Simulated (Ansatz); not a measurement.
CH$_{4}$IInO (SMILES O[CH2][InH][I])

Input

```
crystal:
  periodic: [false, false, false]
  atoms:
    - {symbol: O, position_ang: [-0.283387, 1.648520, -0.093805]}
    - {symbol: C, position_ang: [0.348974, 0.671759, 0.685095]}
    - {symbol: In, position_ang: [0.381047, -1.260328, -0.315648]}
    - {symbol: I, position_ang: [-1.833866, -1.135650, -1.875693]}
    - {symbol: H, position_ang: [-1.086913, 1.279802, -0.482030]}
    - {symbol: H, position_ang: [-0.134254, 0.531566, 1.661526]}
    - {symbol: H, position_ang: [1.373830, 0.999916, 0.866584]}
    - {symbol: H, position_ang: [1.234569, -2.735576, -0.446028]}
basis:
  gaussian: {orbitals: def2-TZVPP}
hamiltonian: {xc: pbe0, dispersion: d4}
output: {orbitals: {seedname: orbitals}}
```

Launched as:

```sh
ansatz run in.yaml --threads 2 --pin off --events-out ev --progress --plain --max-ram 4352MiB
```

Geometry: PBE0-D4/def2-TZVP; core potentials replace the inner electrons of In and I.

The calculation used RKS PBE0-D4/def2-TZVPP in Ansatz 0.2.0.

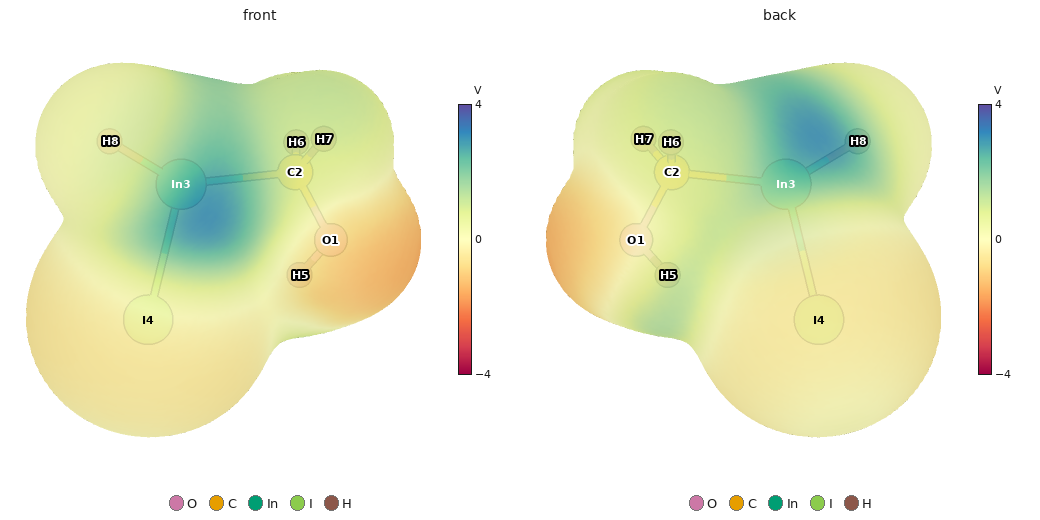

Figure 1. The molecular electrostatic potential painted on the density surface at 0.002 e/bohr³, seen from the front and from behind; red is negative and blue positive.

Question: Which sites attract a positive test charge, and which a negative one?

Answer: A positive charge is drawn to the negative regions and a negative charge to the positive ones. The most negative region (about −1.5 V) lies over O1, the most positive (about +3.0 V) over In3. O1 is the likeliest acceptor of a hydrogen bond.

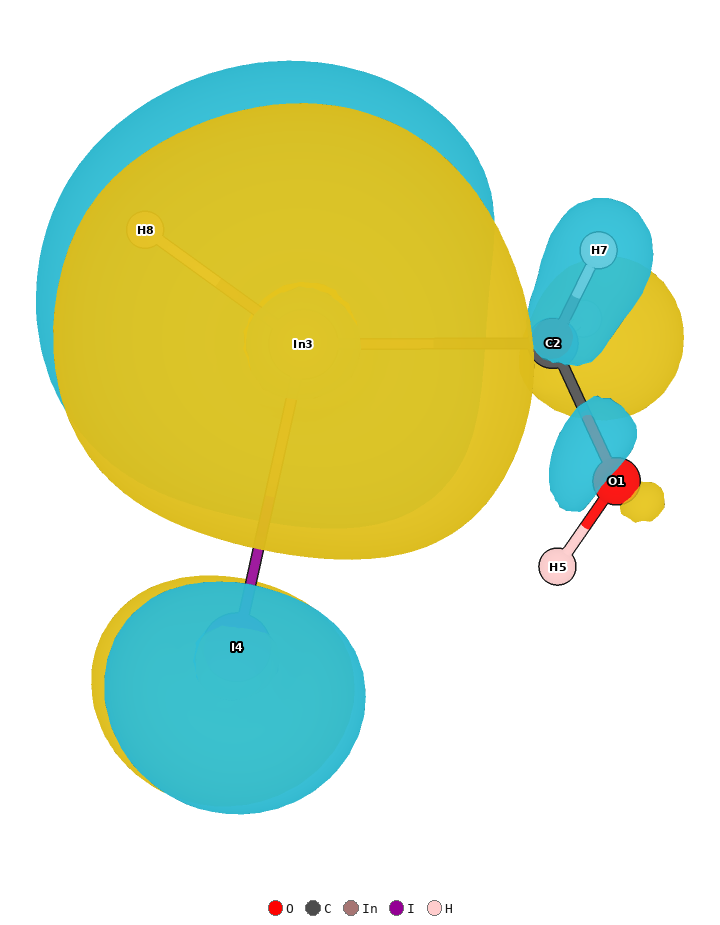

Figure 2. One frontier orbital at ±0.05 Å⁻³ᐟ² (yellow and cyan are the two phases), seen across its widest extent.

Question: Which orbital is it: HOMO or LUMO?

Answer: The LUMO, at −1.94 eV. It lies mainly on In3 (about 75 %) and I4 (about 10 %).

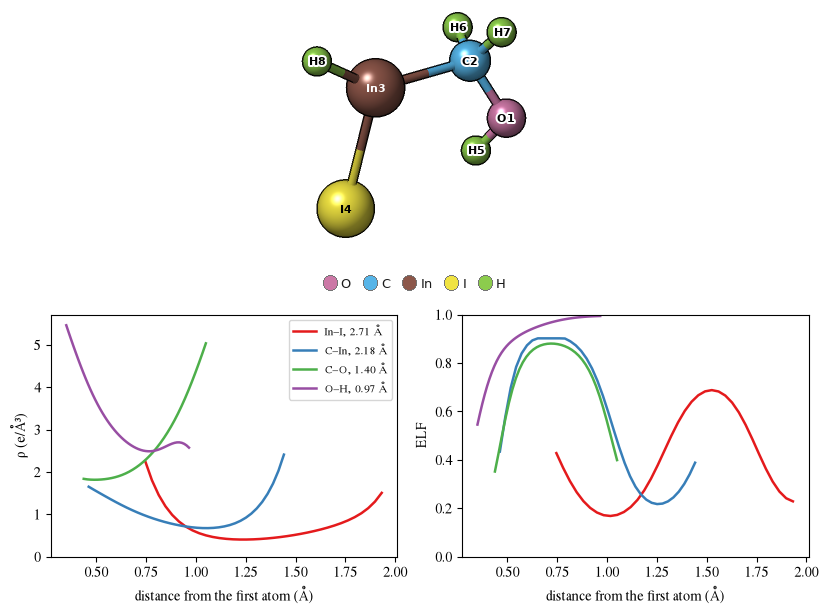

Figure 3. Electron density and electron localisation function along straight lines between neighbouring atoms. The curves leave out the atomic cores. The structure is drawn too.

Question: Compare the contacts.

Answer: In–I (2.71 Å): ρ at the midpoint is about 0.43 e/Å³; the ELF peaks at about 0.70 in the valence shell of I, 1.2 Å from its nucleus, and drops to about 0.15 between the two atoms.
C–In (2.18 Å): ρ at the midpoint is about 0.68 e/Å³; the ELF peaks at about 0.90 in the valence shell of C, 0.7 Å from its nucleus, and drops to about 0.20 between the two atoms.
C–O (1.40 Å): ρ is about 2.1 e/Å³ halfway, with its minimum of 1.8 e/Å³ about 0.5 Å from C; the ELF peaks at about 0.90 between the atoms; a polar covalent bond.
O–H (0.97 Å): ρ at the midpoint is about 3.8 e/Å³; the ELF climbs to about 1 towards the hydrogen, as it does in any bond to H; an ordinary covalent bond to hydrogen.

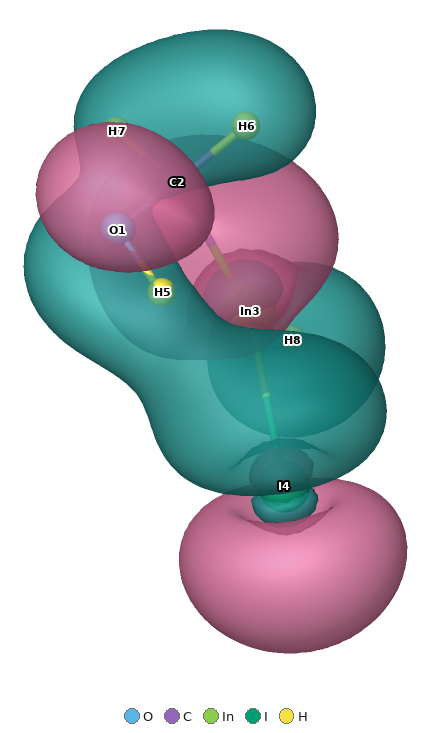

Figure 4. The HOMO at ±0.06 Å⁻³ᐟ² (teal and pink are the two phases), seen at an oblique angle.

Question: Describe this orbital and give its energy.

Answer: It lies mainly on O1 (about 25 %), I4 (about 25 %), C2 (about 20 %) and In3 (about 15 %). Its energy is −7.15 eV.
